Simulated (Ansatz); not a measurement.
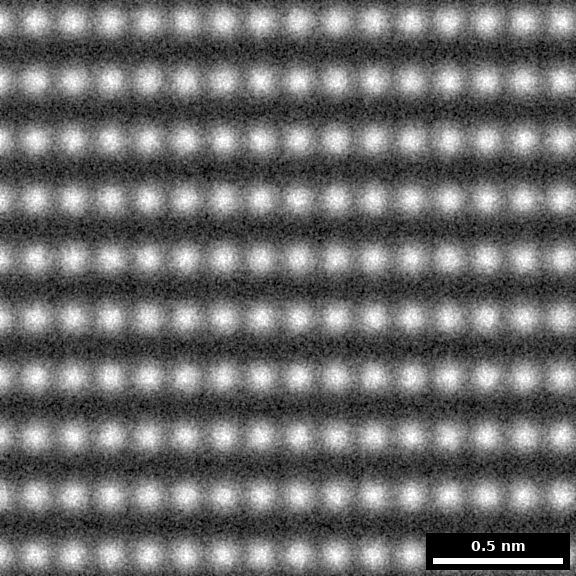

Integrated-DPC-like image of Ti (P6_3/mmc, No. 194). Simulated as the projected potential of neutral atoms (B = 0.5 Å²) blurred by a 0.59 Å probe, the thin-sample limit of integrated differential phase contrast. The display is stretched by a gamma of 0.65; percentages refer to the linear signal. Shot noise was added. Model: coordinates from a relaxation at fixed volume with DFT HSE06, scalar-relativistic, plane waves, PAW in Ansatz.

```cif
data_structure
_symmetry_space_group_name_H-M 'P6_3/mmc'
_symmetry_Int_Tables_number 194
_cell_length_a 2.9300
_cell_length_b 2.9300
_cell_length_c 4.6217
_cell_angle_alpha 90.000
_cell_angle_beta 90.000
_cell_angle_gamma 120.000
_cell_volume 34.36
loop_
_atom_site_label
_atom_site_type_symbol
_atom_site_symmetry_multiplicity
_atom_site_Wyckoff_symbol
_atom_site_fract_x
_atom_site_fract_y
_atom_site_fract_z
_atom_site_occupancy
Ti1 Ti 2 d 0.33333 0.66667 0.75000 1
```

Question: Along which zone axis is the crystal seen: [210], [001], [311] or [101]? (Directions equivalent by symmetry count as one.)

Answer: [210]. The projected cells are 1.46 × 2.31 Å, 90° for [210]; 2.93 × 2.93 Å, 120° for [001]; 1.71 × 2.23 Å, 93° for [311]; 2.47 × 2.82 Å, 116° for [101], and the image repeats as the [210] one does.
